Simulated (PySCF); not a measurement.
**CH7Ga2NO4: excited-state calculation**

- system: CH7Ga2NO4, SMILES C[NH][Ga]([OH])[O][Ga]([OH])[OH]
- method: TDDFT CAM-B3LYP/def2-SVPD, vertical, gas phase, core orbitals frozen in the response (PySCF 2.14.0)

The geometry comes from this level: PBE0-D3(BJ)/def2-SVP.

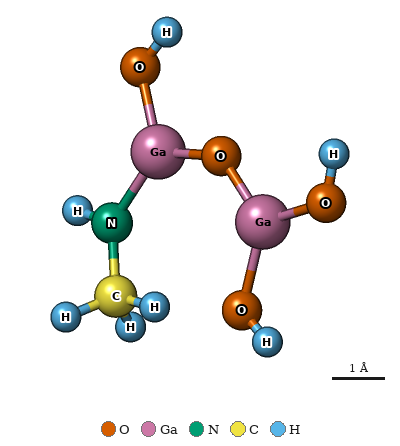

**Figure 1.** The input geometry (ball-and-stick view, seen at a tilt). Sticks mark near contacts. Bond lengths as drawn: C–H 1.10 to 1.11 Å, C–N 1.44 Å, Ga–N 1.80 Å, Ga–O 1.76 to 1.79 Å, H–N 1.01 Å and H–O 0.96 Å.

### Summary

- outcome: converged
- total energy: −4247.190632 hartree
- HOMO: −8.20 eV
- LUMO: −0.70 eV
- dipole moment: 1.01 D
- mean polarisability: 85.62 a.u.
- vertical ionisation energy: 8.95 eV
- vertical electron affinity: 0.11 eV
- lowest singlet excitation: 4.81 eV
- hardware: 1 CPU thread, shared host
- wall time: 5.9 min
- peak memory: 1.4 GiB

Spin–orbit coupling is left out, which matters for the heavy atoms.

### Input file
```
{"job": {"kind": "uv", "xc": "CAM-B3LYP", "basis": "def2-SVPD", "nstates": 6, "ntriplets": 2, "ip": true}, "charge": 0, "multiplicity": 1}
O     -1.069368     0.945660     1.905948
Ga     0.524675     0.173193     2.063789
O      1.287125     0.147411     3.668224
O      1.312962    -0.538050     0.661196
Ga     0.915476    -0.761064    -1.065729
O      2.111411    -1.690345    -2.003308
N     -0.538618    -0.146918    -1.927724
C     -1.655064     0.624132    -1.435496
H     -1.404268     1.310377     2.731640
H      2.150636    -0.278554     3.669155
H      2.857577    -1.975687    -1.467014
H     -0.587376    -0.360923    -2.917202
H     -2.619953     0.104546    -1.584979
H     -1.560672     0.812456    -0.355837
H     -1.735959     1.610319    -1.930221
```

The first line tells a small driver script what to run in PySCF; the rest is the geometry in Å.

Launched with:
```bash
OMP_NUM_THREADS=1 python <driver script> task.json out
```

### Log
```
coarse grid: 63160 points
cycle   1  E = -4246.7638211983  dE = -2.253e-01  |g| = 1.554e+00  |ddm| = 6.919e+00
cycle   2  E = -4246.2930173103  dE =  4.708e-01  |g| = 2.281e+00  |ddm| = 5.709e+00
cycle   3  E = -4247.1872955037  dE = -8.943e-01  |g| = 1.261e-01  |ddm| = 3.490e+00
cycle   4  E = -4247.1889729317  dE = -1.677e-03  |g| = 9.182e-02  |ddm| = 2.821e-01
cycle   5  E = -4247.1905542188  dE = -1.581e-03  |g| = 1.496e-02  |ddm| = 9.812e-02
cycle   6  E = -4247.1905911727  dE = -3.695e-05  |g| = 8.041e-03  |ddm| = 2.349e-02
cycle   7  E = -4247.1906028632  dE = -1.169e-05  |g| = 1.574e-03  |ddm| = 1.375e-02
cycle   8  E = -4247.1906035872  dE = -7.240e-07  |g| = 8.397e-04  |ddm| = 3.567e-03
final grid: 131216 points
cycle   9  E = -4247.1906315257  dE =  2.211e-08  |g| = 1.078e-03  |ddm| = 4.963e-03
cycle  10  E = -4247.1906313195  dE =  2.062e-07  |g| = 1.514e-03  |ddm| = 2.507e-03
cycle  11  E = -4247.1906317386  dE = -4.191e-07  |g| = 1.209e-04  |ddm| = 1.449e-03
cycle  12  E = -4247.1906317409  dE = -2.346e-09  |g| = 2.024e-05  |ddm| = 1.818e-04
cycle  13  E = -4247.1906317411  dE = -1.737e-10  |g| = 1.799e-05  |ddm| = 6.051e-05
```

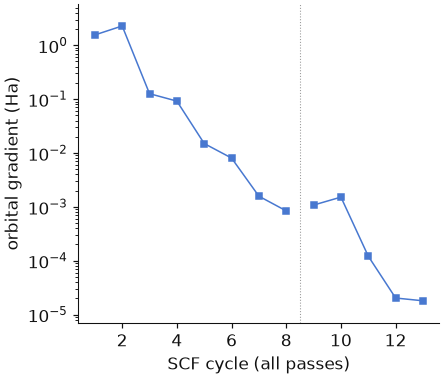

**Figure 2.** Convergence of the self-consistent field: orbital gradient against the SCF cycle. The dotted line marks the change from a coarse to the final integration grid. The first 8 cycles use a coarse grid, the final grid takes over at cycle 9, and the field converges after 13 cycles in all.

```
converged SCF energy = -4247.1906317411

Static polarisability (au): isotropic 85.623, principal 65.150 94.527 97.192

Singlet excitations
state   eV       nm        f      main configurations
  1   4.8121    257.7   0.00541   H->L 0.77, H->L+1 0.15
  2   6.0876    203.7   0.00521   H->L+1 0.58, H->L 0.13, H-1->L 0.11
  3   6.3604    194.9   0.00520   H-1->L 0.55, H-5->L 0.11
  4   6.4886    191.1   0.00053   H-3->L 0.66, H-2->L 0.11
  5   6.4987    190.8   0.00140   H->L+4 0.36, H-2->L 0.34, H-3->L 0.16
  6   6.6618    186.1   0.00026   H->L+6 0.47, H->L+3 0.21

Triplet excitations (Tamm-Dancoff, eV): 4.5249 5.6226
Vertical ionisation energy (delta-SCF) = 8.9483 eV
Vertical electron affinity (delta-SCF) = 0.1141 eV
```

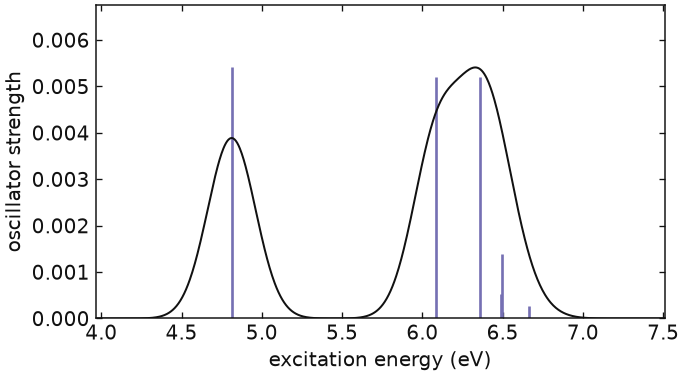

**Figure 3.** Computed excitations as sticks (degenerate states added up, dark ones marked on the axis), with a Gaussian envelope of 0.35 eV full width at half maximum, scaled to the tallest. Of the 6 states the lowest lies at 4.81 eV (f = 0.005); the strongest line is at 4.81 eV, or 258 nm (f = 0.005).

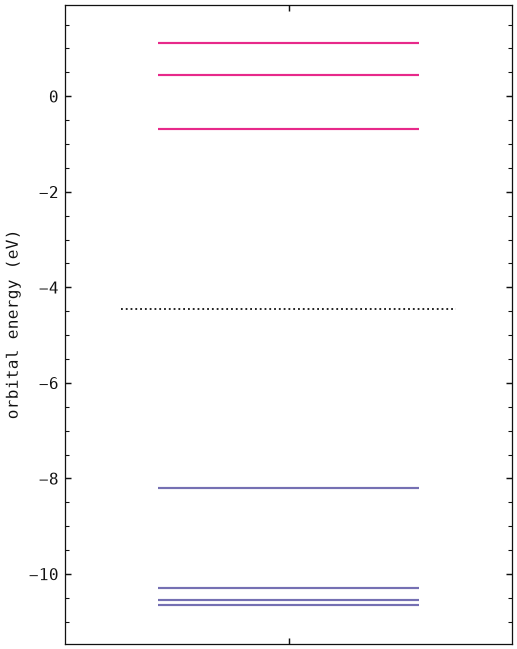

**Figure 4.** Orbital energies near the frontier; the dotted line parts filled from empty levels, and levels within 0.02 eV of each other stand side by side. Highest filled −8.20 eV, lowest empty −0.70 eV, 7.50 eV apart.
